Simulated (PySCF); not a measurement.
C₂H₉BN₂, SMILES `C/N=C\[BH2-][NH3+]`.

Computed with PySCF, B3LYP/def2-SVPD, geometry: GFN2-xTB. No frequency check shows the geometry to be a minimum.

The calculation's input:

```python
import numpy as np
from pyscf import gto, scf, dft
from pyscf.scf import atom_ks, atom_hf
from scipy.linalg import block_diag

def solve(mol, dm0=None, hcore=None):
    mf = (dft.UKS if mol.spin else dft.RKS)(mol, xc='b3lyp')
    mf.grids.level = 3
    mf = mf.density_fit(auxbasis='def2-universal-jkfit')
    mf.conv_tol, mf.max_cycle = 1e-8, 80
    if hcore is not None:
        mf.get_hcore = lambda *args: hcore
    mf.kernel(dm0)
    if not mf.converged:
        mf = mf.newton().run(mf.mo_coeff, mf.mo_occ, max_cycle=30)
    assert mf.converged, 'SCF not converged'
    return mf

mol = gto.M(atom='''
C     -2.15443     0.49051     0.00011
N     -1.39405    -0.73186    -0.00006
C     -0.12742    -0.66208    -0.00014
B      0.82829     0.61557     0.00078
N      2.36760     0.01444    -0.00063
H     -3.21375     0.23161    -0.00080
H     -1.92947     1.09938    -0.88158
H     -1.93083     1.09849     0.87974
H      0.33431    -1.65908    -0.00061
H      0.73050     1.26799    -0.99270
H      0.72896     1.26699     0.99513
H      2.49065    -0.55624     0.83141
H      3.03250     0.77981    -0.00140
H      2.49193    -0.55541    -0.82809
''', basis='def2-svpd', charge=0, spin=0, verbose=4)
mf = solve(mol)
out = dict(e0=mf.e_tot, dm0=mf.make_rdm1(), c=mf.mo_coeff, occ=mf.mo_occ, eps=mf.mo_energy)
for name, dq, spin in [('cation', 1, 1), ('anion', -1, 1)]:
    ion = mol.copy().set(charge=mol.charge + dq, spin=spin).build()
    mi = solve(ion)
    if spin and dq > 0 and mol.nao < 130:
        c, _, stable, _ = mi.stability(return_status=True)
        if not stable:
            mi = solve(ion, mi.make_rdm1(c, mi.mo_occ))
    print(name, 'vertical energy change / eV', (mi.e_tot - mf.e_tot) * 27.211386)
    out.update({'e_' + name: mi.e_tot, 'dm_' + name: mi.make_rdm1(), 's2_' + name: mi.spin_square()[0], 'eps_' + name: mi.mo_energy, 'occ_' + name: mi.mo_occ})
# spherically averaged free atoms, for the promolecule
atm = atom_ks.get_atm_nrks(mol, xc='b3lyp')
pro = block_diag(*[(atm[a[0]][2] * atm[a[0]][3]) @ atm[a[0]][2].T for a in mol._atom])
np.savez('result.npz', pro=pro, **out)
```

Run with:

```sh
OMP_NUM_THREADS=1 python input.py
```

The run took 2.3 min on 1 thread of Arm Neoverse V2, with other jobs on the host, peak memory 0.82 GiB.

Partitions, critical points and surface values were worked out afterwards from this run's density.

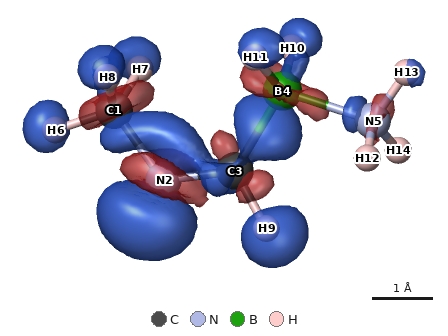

Fukui function f⁻ = ρ(N) − ρ(N−1) at fixed geometry, surfaces at ±0.03 e/Å³ (blue positive, red negative).

> On which atoms does the density change most on removal of an electron?

f⁻ (Hirshfeld-condensed) is largest on N2 (0.27); the vertical ionisation energy is 7.90 eV (the stability of the cation's solution wasn't checked). Condensed values hint at sites of electrophilic attack but needn't mark the atom that reacts. Orbital relaxation makes it negative in places (0.27 e in all).
